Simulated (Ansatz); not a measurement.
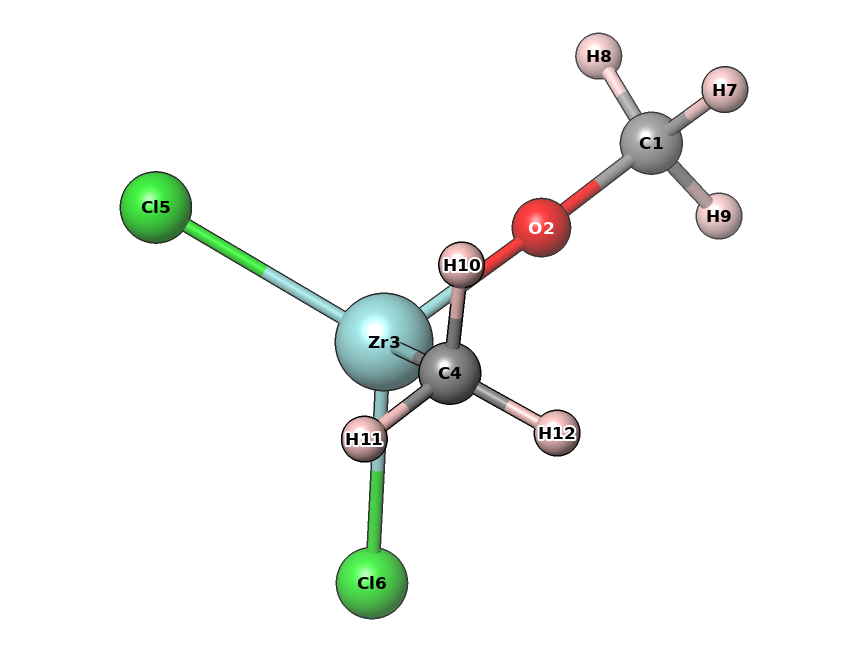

Zr3 lies behind C4. The molecule seen a little off the C4–Zr3 bond, C4 in front. Atoms fade into the background with distance from the viewer. Charge 0, singlet. The geometry was computed by an optimisation with PBE0-D4/def2-TZVP.

**What is the torsion angle H10–C4–Zr3–Cl5? The sign is positive where the front bond must turn clockwise to cover the back bond.**

−58°, synclinal (gauche). The bonds about C4–Zr3 are staggered.
